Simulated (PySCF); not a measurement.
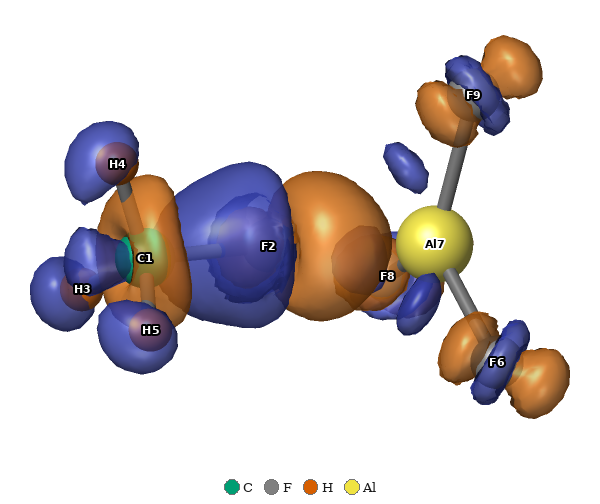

Figure 1: CH3AlF4, SMILES `CF.F[Al](F)F`. Density of the complex less the densities of the two fragments at the same geometry, ±0.015 e/Å³ (orange: gain, blue: loss). Fragment A: H3CF (atoms 1–5); fragment B: AlF3.

Computed with PySCF, B3LYP/def2-TZVP, geometry: GFN2-xTB.

**Which way does charge flow?**

Hirshfeld charges show 0.081 e passing from A to B. By Hirshfeld charges, electrons gather most on F2 (−0.036 e) and leave C1 most (+0.041 e); 0.29 e is displaced in all, which induces a dipole of 2.32 D.

**What is the interaction energy, and which contacts carry it?**

The counterpoise-corrected interaction energy of the frozen fragments is −16.2 kcal/mol without dispersion correction and −18.3 kcal/mol with D3(BJ). The pair geometry is semi-empirical, not a minimum at this level. Contacts: F2···Al7, 1.89 Å, ρ = 0.044 a.u. The pose is a local one from a semi-empirical search, not shown to be the most stable.
